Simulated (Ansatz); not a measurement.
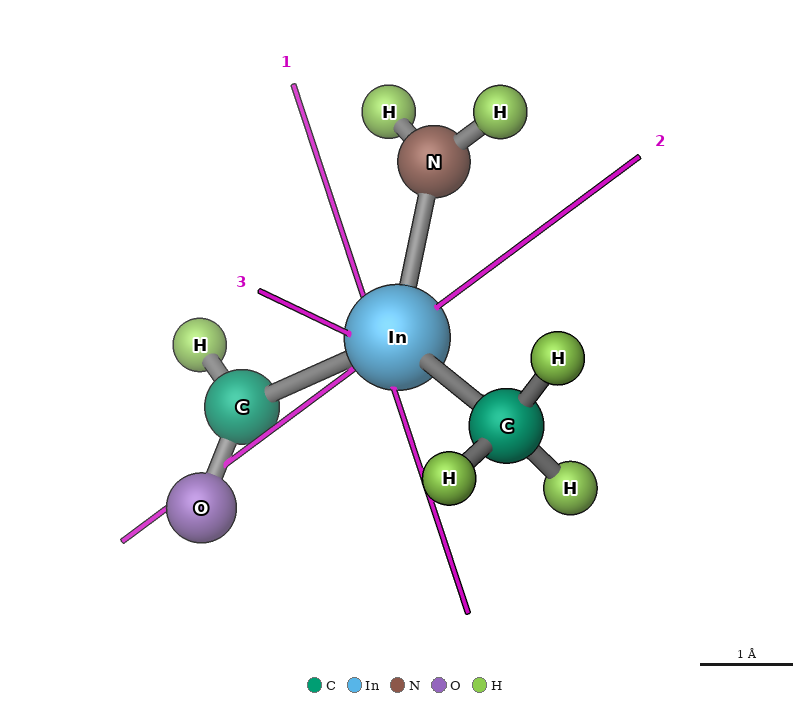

The three principal axes of inertia are drawn and numbered. Distant atoms are faded towards the background colour. The computed structure is the end point of a PBE0-D4/def2-TZVP optimisation. Masses are those of the most abundant isotopes; constants are for the rigid equilibrium geometry.

Which line is the a axis (least moment of inertia), which b and which c?

Answer. a is line 2, b is line 1, c is line 3; the moments are 116, 241, 354 u Å².

What kind of rotor is it, and what are its rotational constants in GHz?

Answer. An asymmetric top (C1): A = 4.35, B = 2.10, C = 1.43 GHz. Ray's parameter κ is −0.54, nearer the prolate limit.
